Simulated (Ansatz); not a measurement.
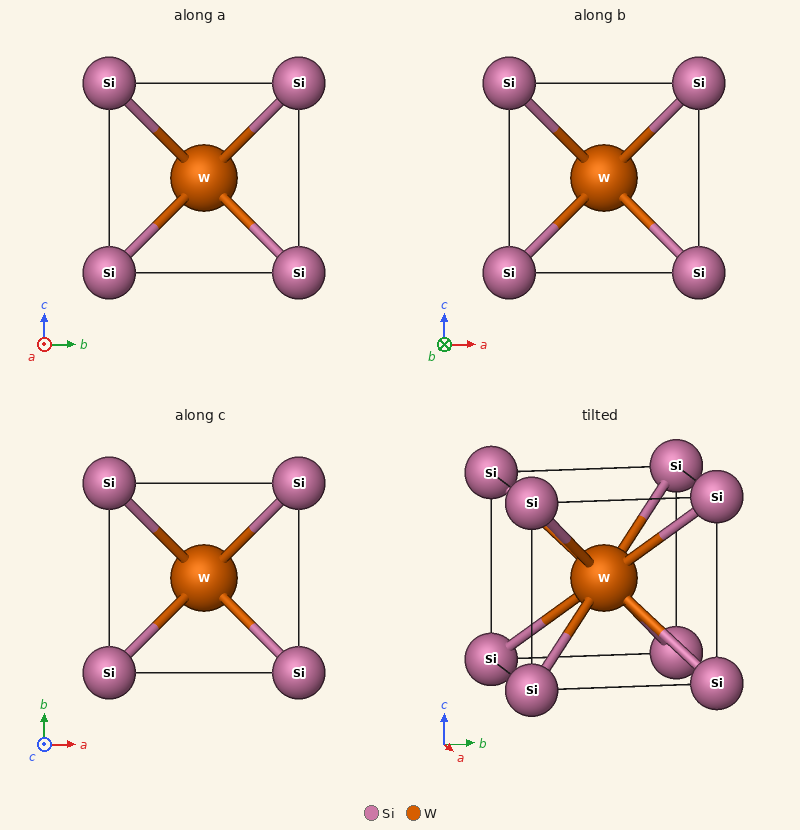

Drawn in the ball-and-stick manner and seen along the a axis, along the b axis, along the c axis and slightly off an axis. The parallelepiped is the conventional unit cell.

Lattice parameters: a = 3.0584 Å, b = 3.0584 Å, c = 3.0584 Å, α = 90.000°, β = 90.000°, γ = 90.000°.

Give the structure in the form of a CIF with its space group and independent sites.

Answer.
```cif
data_structure
_symmetry_space_group_name_H-M 'P m -3 m'
_symmetry_Int_Tables_number 221
_cell_length_a 3.0584
_cell_length_b 3.0584
_cell_length_c 3.0584
_cell_angle_alpha 90.000
_cell_angle_beta 90.000
_cell_angle_gamma 90.000
_cell_volume 28.61
loop_
_atom_site_label
_atom_site_type_symbol
_atom_site_symmetry_multiplicity
_atom_site_Wyckoff_symbol
_atom_site_fract_x
_atom_site_fract_y
_atom_site_fract_z
_atom_site_occupancy
Si1 Si 1 a 0.0000 0.0000 0.0000 1
W1 W 1 b 0.5000 0.5000 0.5000 1
```

Starting structure: a structure type filled with these elements by a generator (whether the compound takes this form wasn't checked). Atoms and cell were optimised with Ansatz, DFT PBE, scalar-relativistic, plane waves, PAW.
